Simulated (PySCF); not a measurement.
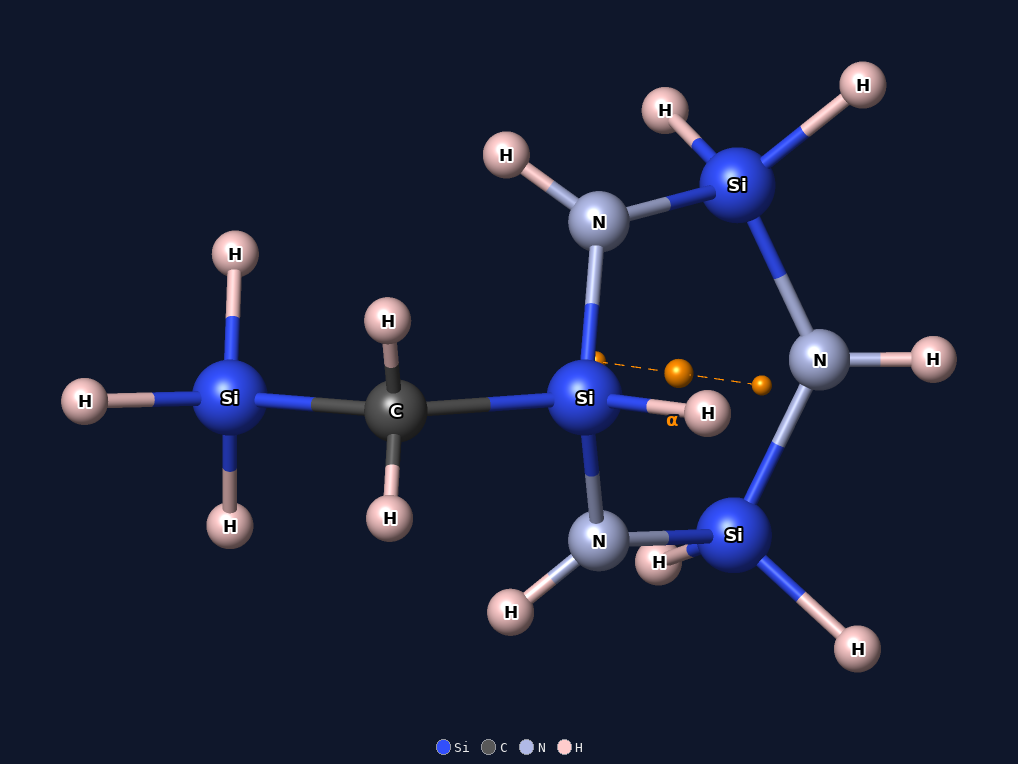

The small points mark where nucleus-independent chemical shifts (NICS) were computed: at the centre of each lettered ring and 1 Å above and below it. The computed structure is the end point of a PBE0-D3(BJ)/def2-SVP optimisation. No frequency run is at hand to confirm it as a minimum. Properties computed with GIAO ωB97X-D/pcSseg-1 NMR shielding, non-relativistic, gas phase (PySCF 2.14.0).

Give NICS(0), NICS(1) and the out-of-plane component NICS(1)zz for each ring (means of the two sides).

```csv
ring,members,NICS(0),NICS(1),NICS(1)zz
α,Si3N3,−2.4,−1.2,4.0
```

Values in ppm.

**What do the values say about the ring currents?**

Ring α: weak, as in a non-aromatic ring. NICS is one index among several.
